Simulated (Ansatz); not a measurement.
**CH6N2OSi: single-point calculation**

The run: single-point calculation of CH6N2OSi. Method and program: RKS HSE06-d3bjatm/aug-pcseg-2 (Ansatz 0.2.0).

The geometry comes from this level: PBE0-D4/def2-TZVP. Figures and captions count atoms from 1; the log counts them from 0 in places.

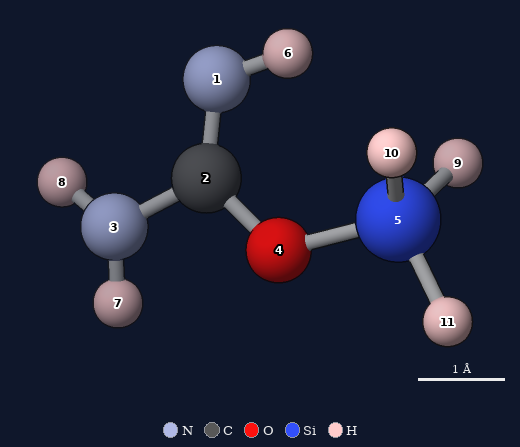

*The structure as given in the input (ball-and-stick view, seen at a tilt; atoms are numbered from 1 in the order of the input).*

Bond lengths as drawn: C–N 1.17 to 1.25 Å, C–O 1.25 Å, H–N 0.92 to 0.93 Å, H–Si 1.36 to 1.37 Å and O–Si 1.53 Å.

### Input file
```yaml
crystal:
  periodic: [false, false, false]
  atoms:
    - {symbol: N, position_ang: [1.115129, 0.313763, 0.985380]}
    - {symbol: C, position_ang: [0.450482, -0.500674, 0.479623]}
    - {symbol: N, position_ang: [0.580419, -1.719581, 0.741610]}
    - {symbol: O, position_ang: [-0.436540, -0.339121, -0.385309]}
    - {symbol: Si, position_ang: [-0.798517, 1.018381, -0.992841]}
    - {symbol: H, position_ang: [0.957134, 1.175300, 0.665439]}
    - {symbol: H, position_ang: [-0.136824, -2.269921, 0.552493]}
    - {symbol: H, position_ang: [1.074051, -1.910939, 1.498976]}
    - {symbol: H, position_ang: [-1.229517, 1.877800, -0.022971]}
    - {symbol: H, position_ang: [0.280926, 1.560155, -1.629297]}
    - {symbol: H, position_ang: [-1.796666, 0.742397, -1.873967]}
basis:
  gaussian: {orbitals: aug-pcseg-2}
hamiltonian: {xc: {name: HSE06}, dispersion: d3bjatm}
output: {forces: true}
```

Machine: 4 threads of INTEL XEON PLATINUM @ 2.10GHz, 23 GiB of memory available, shared host.

Command:
```bash
ansatz run in.yaml --threads 4 --pin off --events-out ev --progress --plain --max-ram 10444MiB
```

### Log
```
Functional definition: HSE06
  name "HSE06"
  cite "Heyd, Scuseria & Ernzerhof, J. Chem. Phys. 118, 8207 (2003) doi:10.1063/1.1564060"
  cite "Krukau, Vydrov, Izmaylov & Scuseria, J. Chem. Phys. 125, 224106 (2006) doi:10.1063/1.2404663"
  cite "Heyd & Scuseria, J. Chem. Phys. 120, 7274 (2004) doi:10.1063/1.1668634"
  cite "Ernzerhof & Perdew, J. Chem. Phys. 109, 3313 (1998) doi:10.1063/1.476928"
  cite "Perdew, Burke & Ernzerhof, Phys. Rev. Lett. 77, 3865 (1996) doi:10.1103/PhysRevLett.77.3865"
  parent pbe
  parameter a = 0.25
  parameter omega = 0.11/bohr
  # The whole range is PBE's own exchange, as in plane waves. The composition of these papers is wPBEh.
  exchange = pbe_x - a*pbe_x_sr(omega) + a*exact_x_sr(omega)
  correlation = pbe_c
1477 factors; their error is unknown
189 factors; integrals over basis functions are off by at most 2.7e-6 eV
mean field evaluation 1: about -14017.7563 eV, gradient 8.2e1 eV
mean field evaluation 2: about -14002.7089 eV, gradient 1.1e2 eV
mean field evaluation 4: about -14029.5882 eV, gradient 9.2e0 eV
mean field evaluation 8: about -14029.7497 eV, gradient 2.2e-1 eV
mean field evaluation 16: about -14029.7982 eV, gradient 2.3e-4 eV
mean field -14029.79818461 eV, -515.5855735455 hartree, gradient 6.3e-5 eV, S^2 0.000000; 0 other end points of the search recorded, 0 dependent functions left out
the calculation of the forces begins
reference -14029.79825194 eV, -515.5855760200 hartree; 24, 24 occupied and 348, 348 virtual orbitals, 1477 factors
Total energy: -14029.94955744 eV, -515.5911363947 hartree
Atom 0 at     1.115129     0.313763     0.985380 Å, force     6.462233     4.018959     5.692665 eV/Å
Atom 1 at     0.450482    -0.500674     0.479623 Å, force    -1.654909    -2.291558    -1.349401 eV/Å
Atom 2 at     0.580419    -1.719581     0.741610 Å, force     1.752912    -3.795977    -0.614407 eV/Å
Atom 3 at    -0.436540    -0.339121    -0.385309 Å, force    -3.502169    -3.118652    -2.604063 eV/Å
Atom 4 at    -0.798517     1.018381    -0.992841 Å, force    -1.000492     2.537559    -1.431469 eV/Å
Atom 5 at     0.957134     1.175300     0.665439 Å, force    -0.335297     4.429771    -1.143751 eV/Å
Atom 6 at    -0.136824    -2.269921     0.552493 Å, force    -3.563484    -3.145037    -1.060452 eV/Å
Atom 7 at     1.074051    -1.910939     1.498976 Å, force     2.701527    -1.283399     3.843137 eV/Å
Atom 8 at    -1.229517     1.877800    -0.022971 Å, force    -0.929344     1.876796     1.999748 eV/Å
Atom 9 at     0.280926     1.560155    -1.629297 Å, force     2.251159     1.208496    -1.372803 eV/Å
Atom 10 at    -1.796666     0.742397    -1.873967 Å, force    -2.182137    -0.436959    -1.959203 eV/Å
Dipole moment:    -0.362971    -0.211569    -0.117874 e Å
```

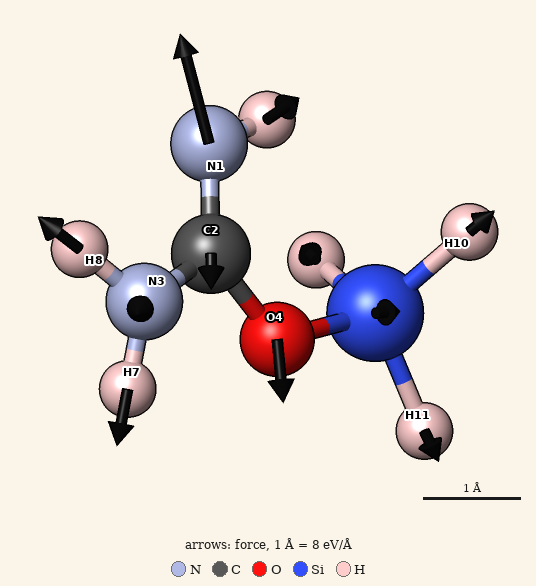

*Forces on the atoms as black arrows (ball-and-stick view, seen at a tilt; atoms are numbered from 1 in the order of the input).*

The largest act on N1 (9.50 eV/Å); O4 (5.36 eV/Å); H7, H8 (4.87 eV/Å); H6 (4.59 eV/Å), among others. The geometry is not a stationary point of this energy.

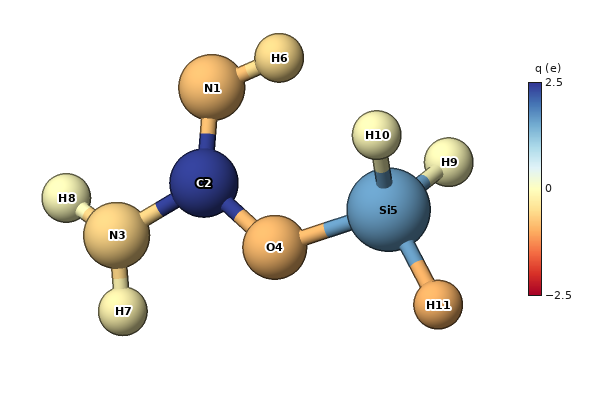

*Mulliken charges, as the colour of each atom (ball-and-stick view, seen at an oblique angle; atoms are numbered from 1 in the order of the input).*

By element: N −0.78 to −0.60, C +2.40, O −0.86, Si +1.58 and H −0.91 to −0.02 e.

### Results in brief

| quantity | value |
| --- | --- |
| outcome | converged |
| total energy | −14029.9496 eV |
| mean-field energy | −14029.7983 eV |
| dispersion energy | −0.1513 eV |
| SCF solution under orbital rotations | stable |
| largest force (length of the vector) | 9.504 eV/Å |
| dipole moment | 2.10 D |
| wall time | 7 s (CPU time 25 s) |
| peak memory | 1.6 GiB |
